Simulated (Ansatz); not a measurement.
# SnF₂ (singlet): density functionals in def2-QZVPP

Aim: run SnF₂ (singlet) with a set of functionals in one basis and compare levels, spin and time.

Program: Ansatz 0.2.0, Gaussian basis. Level of theory: def2-QZVPP, all electrons in the functionals, frozen cores in the correlation of double hybrids and RPA. These are calculated values, not measurements.

To be run: PBE, BLYP, r2SCAN, B97M-V, PBE0, B3LYP, wB97M-V, B2PLYP.

2 further runs of the same task are left out: 2 set aside as unsound or not needed.

### 1 The geometry

The geometry is a PBE0/def2-TZVP stationary point (not a proven minimum). No spin-orbit coupling is included. Elements past krypton take def2 core potentials.

3 atoms, charge 0, spin multiplicity 1.

Atoms are counted from 1 here; the program's logs count them from 0.

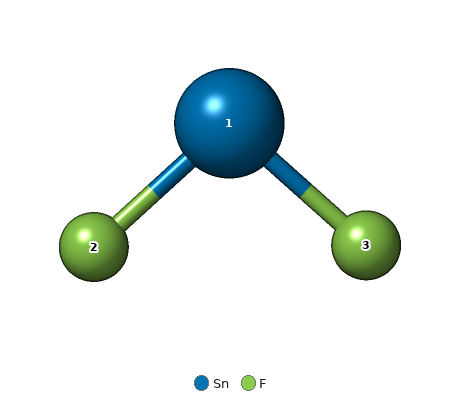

The structure; tin blue, fluorine green; atoms are numbered from 1 in the order of the file.

Geometry (Å):

```
Sn    0.0000   -0.3140    0.0000
F     0.0000    0.9810   -1.4340
F     0.0000    0.9810    1.4340
```

No dispersion term is added; B97M-V, wB97M-V hold VV10 nonlocal correlation. B3LYP takes the VWN-RPA correlation.

### 2 PBE (restricted)

in.yaml reads:

```yaml
crystal:
  periodic: [false, false, false]
  atoms:
    - {symbol: Sn, position_ang: [0.000000, -0.313993, 0.000000]}
    - {symbol: F, position_ang: [0.000000, 0.980982, -1.433988]}
    - {symbol: F, position_ang: [0.000000, 0.980980, 1.433989]}
basis:
  gaussian: {orbitals: "def2-QZVPP.json"}
hamiltonian: {xc: {name: PBE}}
output: {orbitals: {seedname: orbitals}}
```

Run with:

```bash
$ ansatz run in.yaml --threads 1 --pin off --events-out ev --progress --plain --max-ram 2393MiB
```

Log:

```text
Functional definition: PBE
  name "PBE"
  cite "Perdew, Burke & Ernzerhof, Phys. Rev. Lett. 77, 3865 (1996) doi:10.1103/PhysRevLett.77.3865"
  parent pbe
  parameter kappa = 0.804
  parameter beta = 0.06672455060314922
  exchange = pbe_x(kappa = kappa, mu = beta*pi^2/3)
  correlation = pbe_c(beta = beta)
779 factors; their error is unknown
mean field evaluation 1: about -11259.6194 eV, gradient 6.3e1 eV
mean field evaluation 2: about -11165.2216 eV, gradient 2.3e2 eV
mean field evaluation 4: about -11265.5156 eV, gradient 8.6e0 eV
mean field evaluation 8: about -11265.6216 eV, gradient 5.3e-1 eV
mean field evaluation 16: about -11265.6166 eV, gradient 1.4e-4 eV
mean field -11265.61664515 eV, -414.0037756001 hartree, gradient 1.5e-5 eV, S^2 0.000000; 0 other end points of the search recorded, 0 dependent functions left out
reference -11265.61668329 eV, -414.0037770018 hartree; 20, 20 occupied and 176, 176 virtual orbitals, 779 factors
Total energy: -11265.61668329 eV, -414.0037770018 hartree
```

It took 3.1 s on 1 thread of Arm Neoverse V1, shared host.

### 3 BLYP (restricted)

Changes to in.yaml since step 2:

```diff
@@ -8,3 +8,2 @@
   gaussian: {orbitals: "def2-QZVPP.json"}
-hamiltonian: {xc: {name: PBE}}
-output: {orbitals: {seedname: orbitals}}
+hamiltonian: {xc: {name: BLYP}}
```

The command is unchanged.

Log:

```text
Functional definition: BLYP
  name "BLYP"
  cite "Becke, Phys. Rev. A 38, 3098 (1988) doi:10.1103/PhysRevA.38.3098"
  cite "Lee, Yang & Parr, Phys. Rev. B 37, 785 (1988) doi:10.1103/PhysRevB.37.785"
  parameter beta = 0.0042
  parameter a = 0.04918
  parameter b = 0.132
  parameter c = 0.2533
  parameter d = 0.349
  exchange = b88_x(beta = beta)
  correlation = lyp_c(a = a, b = b, c = c, d = d)
779 factors; their error is unknown
mean field evaluation 1: about -11262.7506 eV, gradient 6.7e1 eV
mean field evaluation 2: about -11154.0997 eV, gradient 2.5e2 eV
mean field evaluation 4: about -11269.1721 eV, gradient 9.9e0 eV
mean field evaluation 8: about -11269.3120 eV, gradient 5.3e-1 eV
mean field evaluation 16: about -11269.3070 eV, gradient 1.5e-4 eV
mean field -11269.30703603 eV, -414.1393949636 hartree, gradient 2.1e-5 eV, S^2 0.000000; 0 other end points of the search recorded, 0 dependent functions left out
reference -11269.30731542 eV, -414.1394052308 hartree; 20, 20 occupied and 176, 176 virtual orbitals, 779 factors
Total energy: -11269.30731542 eV, -414.1394052308 hartree
```

Run time: 3.6 s. Hardware: 1 thread of Arm Neoverse V1, shared host.

### 4 r2SCAN (restricted)

Changes to in.yaml since step 3:

```diff
@@ -8,2 +8,2 @@
   gaussian: {orbitals: "def2-QZVPP.json"}
-hamiltonian: {xc: {name: BLYP}}
+hamiltonian: {xc: {name: r2SCAN}}
```

Same command.

Log:

```text
Functional definition: r2SCAN
  name "r2SCAN"
  cite "Furness, Kaplan, Ning, Perdew & Sun, J. Phys. Chem. Lett. 11, 8208 (2020) doi:10.1021/acs.jpclett.0c02405"
  cite "Furness, Kaplan, Ning, Perdew & Sun, J. Phys. Chem. Lett. 11, 9248 (2020) doi:10.1021/acs.jpclett.0c03077"
  parent r2scan
  parameter k0 = 0.174
  parameter k1 = 0.065
  parameter a1 = 4.9479
  exchange = r2scan_x(k0 = k0, k1 = k1, a1 = a1)
  correlation = r2scan_c
779 factors; their error is unknown
mean field evaluation 1: about -11264.8980 eV, gradient 6.1e1 eV
mean field evaluation 2: about -11200.3881 eV, gradient 2.0e2 eV
mean field evaluation 4: about -11270.5100 eV, gradient 6.1e0 eV
mean field evaluation 8: about -11270.5636 eV, gradient 9.0e-1 eV
mean field evaluation 16: about -11270.5639 eV, gradient 1.9e-5 eV
mean field -11270.56387715 eV, -414.1855830225 hartree, gradient 2.1e-5 eV, S^2 0.000000; 0 other end points of the search recorded, 0 dependent functions left out
reference -11270.56388824 eV, -414.1855834302 hartree; 20, 20 occupied and 176, 176 virtual orbitals, 779 factors
Total energy: -11270.56388824 eV, -414.1855834302 hartree
```

It took 6.5 s on 1 thread of Arm Neoverse V1, shared host.

### 5 B97M-V (restricted)

Changes to in.yaml since step 4:

```diff
@@ -8,2 +8,2 @@
   gaussian: {orbitals: "def2-QZVPP.json"}
-hamiltonian: {xc: {name: r2SCAN}}
+hamiltonian: {xc: {name: B97M-V}}
```

The command is unchanged.

Log (excerpt; [...] marks lines left out):

```text
Functional definition: B97M-V
  name "B97M-V"
  cite "Mardirossian & Head-Gordon, J. Chem. Phys. 142, 074111 (2015) doi:10.1063/1.4907719"
  cite "Becke, J. Chem. Phys. 107, 8554 (1997) doi:10.1063/1.475007"
  cite "Vydrov & Van Voorhis, J. Chem. Phys. 133, 244103 (2010) doi:10.1063/1.3521275"
  # Of w^i u^j: cxij and so on, Table III.
[...]
  gx(w, u) = cx00 + cx01*u + cx02*u^2 + (cx10 + cx11*u)*w
  gss(w, u) = css00 + css02*u^2 + css10*w + (css32*w^3 + css42*w^4)*u^2
  gos(w, u) = cos00 + cos01*u + cos03*u^3 + cos10*w + cos32*w^3*u^2
[...]
      + integral(e_c_pw_mod_opposite_spin*gos(b97_w_opposite, b97_u_opposite)) + vv10(b, c)
779 factors; their error is unknown
[...]
mean field -11268.54610302 eV, -414.1114311913 hartree, gradient 2.6e-5 eV, S^2 0.000000; 0 other end points of the search recorded, 0 dependent functions left out
reference -11268.54615546 eV, -414.1114331182 hartree; 20, 20 occupied and 176, 176 virtual orbitals, 779 factors
Total energy: -11268.54615546 eV, -414.1114331182 hartree
```

It took 10 s on 1 thread of Arm Neoverse V1, shared host.

### 6 PBE0 (restricted)

Changes to in.yaml since step 5:

```diff
@@ -8,2 +8,3 @@
   gaussian: {orbitals: "def2-QZVPP.json"}
-hamiltonian: {xc: {name: B97M-V}}
+hamiltonian: {xc: {name: PBE0}}
+output: {orbitals: {seedname: orbitals}}
```

The command is unchanged.

Log:

```text
Functional definition: PBE0
  name "PBE0"
  cite "Adamo & Barone, J. Chem. Phys. 110, 6158 (1999) doi:10.1063/1.478522"
  cite "Perdew, Burke & Ernzerhof, Phys. Rev. Lett. 77, 3865 (1996) doi:10.1103/PhysRevLett.77.3865"
  parent pbe
  parameter a = 0.25
  parameter kappa = 0.804
  parameter beta = 0.06672455060314922
  exchange = (1 - a)*pbe_x(kappa = kappa, mu = beta*pi^2/3) + a*exact_x
  correlation = pbe_c(beta = beta)
831 factors; their error is unknown
mean field evaluation 1: about -11260.2263 eV, gradient 5.8e1 eV
mean field evaluation 2: about -11233.0025 eV, gradient 1.4e2 eV
mean field evaluation 4: about -11265.3917 eV, gradient 2.8e0 eV
mean field evaluation 8: about -11265.4053 eV, gradient 2.6e-2 eV
mean field evaluation 16: about -11265.4774 eV, gradient 8.8e-6 eV
mean field -11265.47743577 eV, -413.9986597496 hartree, gradient 8.6e-6 eV, S^2 0.000000; 0 other end points of the search recorded, 0 dependent functions left out
reference -11265.47746251 eV, -413.9986607324 hartree; 20, 20 occupied and 176, 176 virtual orbitals, 831 factors
Total energy: -11265.47746251 eV, -413.9986607324 hartree
```

It took 4.6 s on 1 thread of Arm Neoverse V1, shared host; peak memory 0.32 GiB.

### 7 B3LYP (restricted)

Changes to in.yaml since step 6:

```diff
@@ -8,3 +8,2 @@
   gaussian: {orbitals: "def2-QZVPP.json"}
-hamiltonian: {xc: {name: PBE0}}
-output: {orbitals: {seedname: orbitals}}
+hamiltonian: {xc: {name: B3LYP}}
```

Same command.

Log (excerpt; [...] marks lines left out):

```text
Functional definition: B3LYP
  name "B3LYP"
  cite "Stephens, Devlin, Chabalowski & Frisch, J. Phys. Chem. 98, 11623 (1994) doi:10.1021/j100096a001"
  cite "Becke, Phys. Rev. A 38, 3098 (1988) doi:10.1103/PhysRevA.38.3098"
  cite "Lee, Yang & Parr, Phys. Rev. B 37, 785 (1988) doi:10.1103/PhysRevB.37.785"
  cite "Vosko, Wilk & Nusair, Can. J. Phys. 58, 1200 (1980) doi:10.1139/p80-159"
[...]
826 factors; their error is unknown
[...]
mean field -11272.68292965 eV, -414.2634567658 hartree, gradient 1.4e-5 eV, S^2 0.000000; 0 other end points of the search recorded, 0 dependent functions left out
reference -11272.68313465 eV, -414.2634642992 hartree; 20, 20 occupied and 176, 176 virtual orbitals, 826 factors
Total energy: -11272.68313465 eV, -414.2634642992 hartree
```

Run time: 5.5 s. Hardware: 1 thread of Arm Neoverse V1, shared host; peak memory 0.32 GiB.

### 8 wB97M-V (restricted)

Changes to in.yaml since step 7:

```diff
@@ -8,2 +8,3 @@
   gaussian: {orbitals: "def2-QZVPP.json"}
-hamiltonian: {xc: {name: B3LYP}}
+hamiltonian: {xc: {name: wB97M-V}}
+output: {orbitals: {seedname: orbitals}}
```

Same command.

Log (excerpt; [...] marks lines left out):

```text
Functional definition: wB97M-V
  name "wB97M-V"
  cite "Mardirossian & Head-Gordon, J. Chem. Phys. 144, 214110 (2016) doi:10.1063/1.4952647"
  cite "Becke, J. Chem. Phys. 107, 8554 (1997) doi:10.1063/1.475007"
  cite "Vydrov & Van Voorhis, J. Chem. Phys. 133, 244103 (2010) doi:10.1063/1.3521275"
  # Of w^i u^j: cxij and so on, Table III.
[...]
  gx(w, u) = 1 - cx + cx01*u + cx10*w
  gss(w, u) = css00 + css04*u^4 + css10*w + css20*w^2 + css43*w^4*u^3
  gos(w, u) = cos00 + cos10*w + (cos20 + cos21*u)*w^2 + (cos60 + cos61*u)*w^6
[...]
      + integral(e_c_pw_mod_opposite_spin*gos(b97_w_opposite, b97_u_opposite)) + vv10(b, c)
814 factors; their error is unknown
141 factors; integrals over basis functions are off by at most 1.3e-4 eV
[...]
mean field -11268.04869431 eV, -414.0931517580 hartree, gradient 3.1e-5 eV, S^2 0.000000; 0 other end points of the search recorded, 0 dependent functions left out
reference -11268.04873877 eV, -414.0931533921 hartree; 20, 20 occupied and 176, 176 virtual orbitals, 814 factors
Total energy: -11268.04873877 eV, -414.0931533921 hartree
```

It took 12 s on 1 thread of Arm Neoverse V1, shared host; peak memory 0.41 GiB.

### 9 B2PLYP (restricted)

Changes to in.yaml since step 8:

```diff
@@ -8,3 +8,3 @@
   gaussian: {orbitals: "def2-QZVPP.json"}
-hamiltonian: {xc: {name: wB97M-V}}
-output: {orbitals: {seedname: orbitals}}
+hamiltonian: {xc: {name: B2PLYP}}
+correlation: {electrons: outside_noble_gas}
```

Same command.

Log (excerpt; [...] marks lines left out):

```text
Functional definition: B2PLYP
  name "B2PLYP"
  cite "Grimme, J. Chem. Phys. 124, 034108 (2006) doi:10.1063/1.2148954"
  cite "Becke, Phys. Rev. A 38, 3098 (1988) doi:10.1103/PhysRevA.38.3098"
  cite "Lee, Yang & Parr, Phys. Rev. B 37, 785 (1988) doi:10.1103/PhysRevB.37.785"
[...]
1252 factors; integrals over basis functions are off by at most 8.9e-4 eV
[...]
mean field -11255.09627883 eV, -413.6171592688 hartree, gradient 1.3e-6 eV, S^2 0.000000; 0 other end points of the search recorded, 0 dependent functions left out
11 core orbitals not correlated, not the lowest: weight in the atoms' cores, before any rotation towards them, 0.782 or more for the frozen orbitals, at most 0.213 for the correlated occupied ones
reference -11255.09640435 eV, -413.6171638814 hartree; 9, 9 occupied and 176, 176 virtual orbitals, 1252 factors
second order -21.11223367 eV of doubles, -0.00000000 eV of singles
Total energy: -11260.79670744 eV, -413.8266461562 hartree
```

Run time: 10 s. Hardware: 1 thread of Arm Neoverse V1, shared host; peak memory 0.4 GiB.

### 10 Side by side

| functional | energy (eV) | ⟨S²⟩ | time |
| --- | --- | --- | --- |
| PBE | -11265.6167 | 0.000 | 3.1 s |
| BLYP | -11269.3073 | 0.000 | 3.6 s |
| r2SCAN | -11270.5639 | 0.000 | 6.5 s |
| B97M-V | -11268.5462 | 0.000 | 10 s |
| PBE0 | -11265.4775 | 0.000 | 4.6 s |
| B3LYP | -11272.6831 | 0.000 | 5.5 s |
| wB97M-V | -11268.0487 | 0.000 | 12 s |
| B2PLYP | -11260.7967 | 0.000 | 10 s |

Orbital levels of the runs that wrote orbitals: PBE HOMO -7.53, LUMO -3.49 eV; PBE0 HOMO -8.76, LUMO -2.81 eV; wB97M-V HOMO -10.96, LUMO -1.05 eV.

### 11 Results

| quantity | value |
| --- | --- |
| spread of total energies | 11.9 eV |
| quickest, slowest | PBE 3.1 s, wB97M-V 12 s |

In words: Total energies of different functionals can't be ranked; only differences within one functional count.
